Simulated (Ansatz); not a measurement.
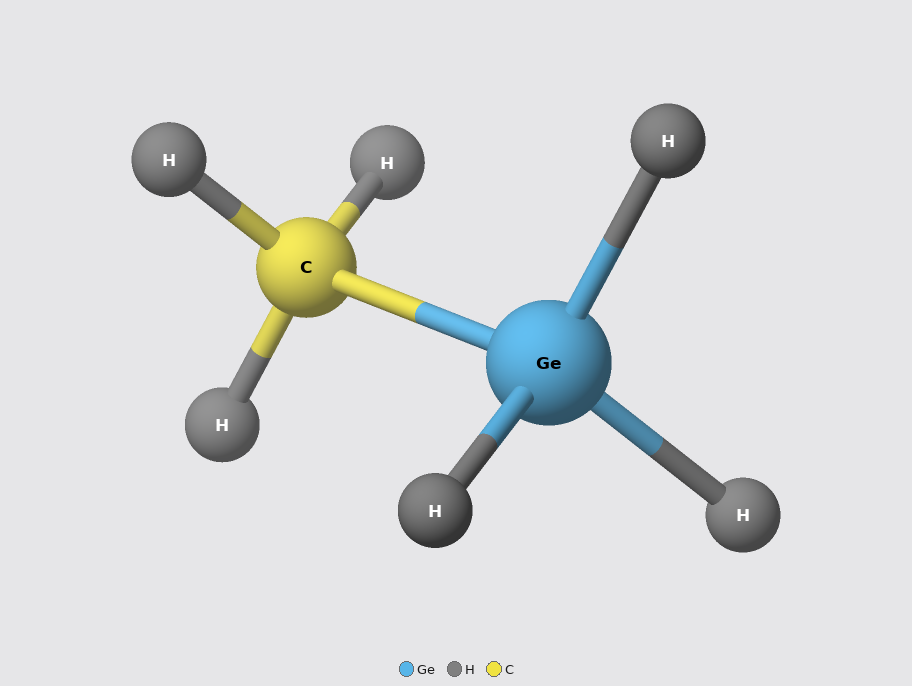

A ball-and-stick model of a molecule.

Computed geometry: PBE0-D4/def2-TZVP optimisation.

**What is the molecular formula?**

CH₆Ge, 8 atoms: 1 carbon, 6 hydrogen and 1 germanium.

**Which point group does it belong to?**

C3v.

The parts below concern this one geometry. Atoms keep their numbers from picture to picture.

## Geometry

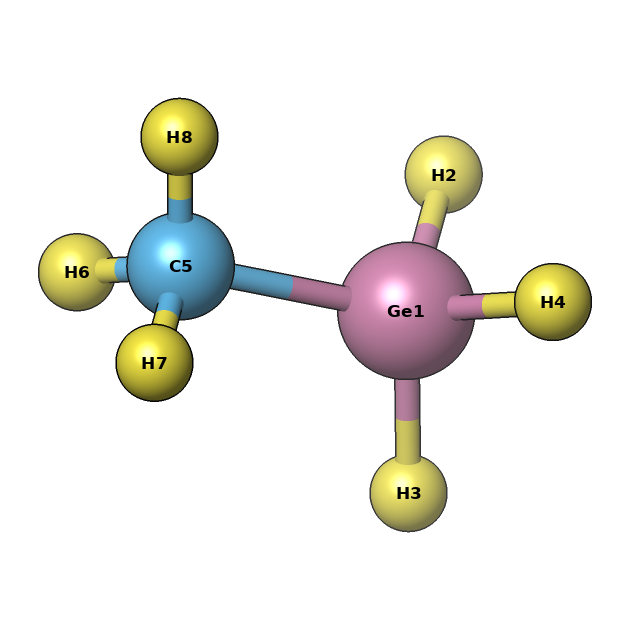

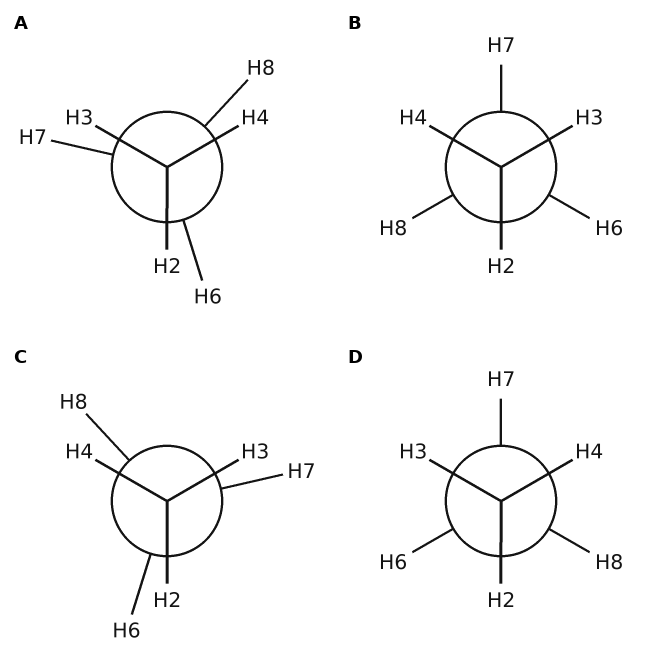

Distant atoms are faded towards the background colour. Bonds that would overlap in a projection are set slightly apart.

**Which Newman projection shows the view along Ge1–C5, with Ge1 in front?**

D. The torsion angle H2–Ge1–C5–H6 is 60°, synclinal (gauche).

## Vibrations

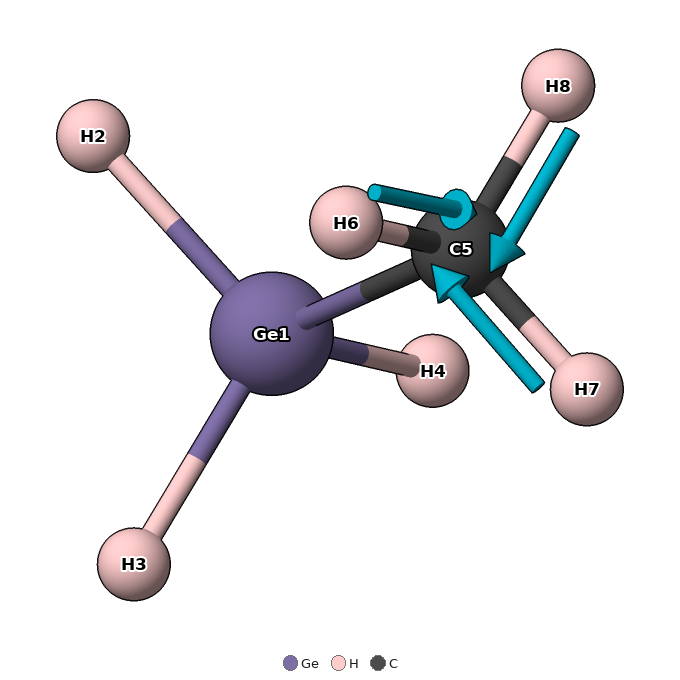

The arrows show one normal mode. Harmonic vibrations computed with RKS PBE0-D4/def2-TZVP (Ansatz 0.2.0) at a stationary point of the same level.

**Describe the motion.**

Mostly in-phase stretching of 3 C–H bonds.

**Estimate its harmonic wavenumber.**

3066 cm⁻¹; it is mode 16 of 18 counted from the lowest.

## Dipole moment

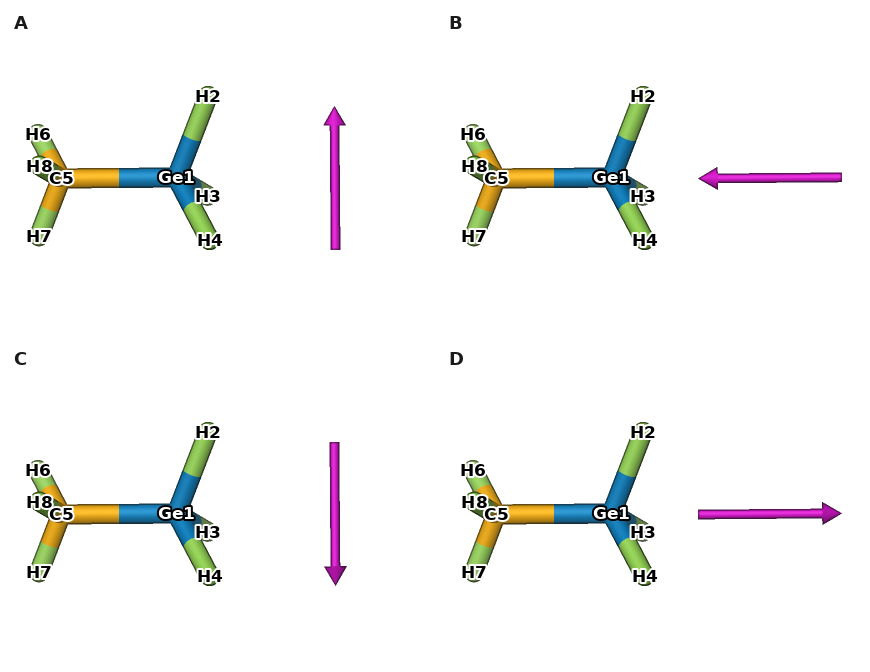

The same molecule four times, each with an arrow. Method: RKS PBE0-D4/def2-TZVP (Ansatz 0.2.0).

**Which arrow points along the dipole moment, from the negative to the positive end?**

B. The dipole moment is 0.73 D; it points from the side of H2, H3, H4 to the side of H6, H7, H8 (the outermost atoms at the two ends).

## Thermal motion

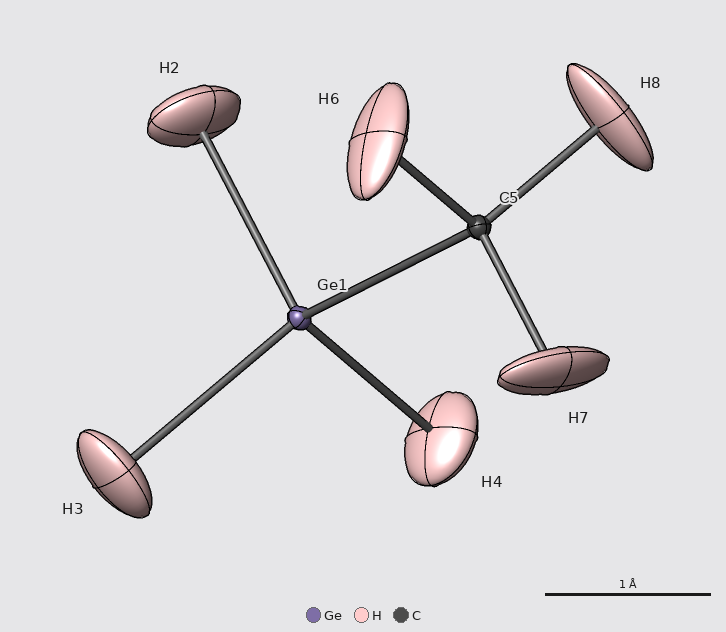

Displacement ellipsoids at the 50 % level, from the internal vibrations of the free molecule (harmonic, no overall translation or rotation; no half-axis is drawn under 0.075 Å). Vibrations computed with RKS PBE0-D4/def2-TZVP (Ansatz 0.2.0). Temperature: 298 K.

List U_eq and the three principal root-mean-square amplitudes for each kind of atom.

```json
{"atom": "Ge1", "U_eq (Å²)": "0.00004", "rms amplitudes (Å)": "0.005, 0.005, 0.009"}
{"atom": "H2, H3, H4", "U_eq (Å²)": "0.0263", "rms amplitudes (Å)": "0.088, 0.167, 0.208"}
{"atom": "C5", "U_eq (Å²)": "0.00089", "rms amplitudes (Å)": "0.020, 0.020, 0.043"}
{"atom": "H6, H7, H8", "U_eq (Å²)": "0.0309", "rms amplitudes (Å)": "0.073, 0.139, 0.261"}
```
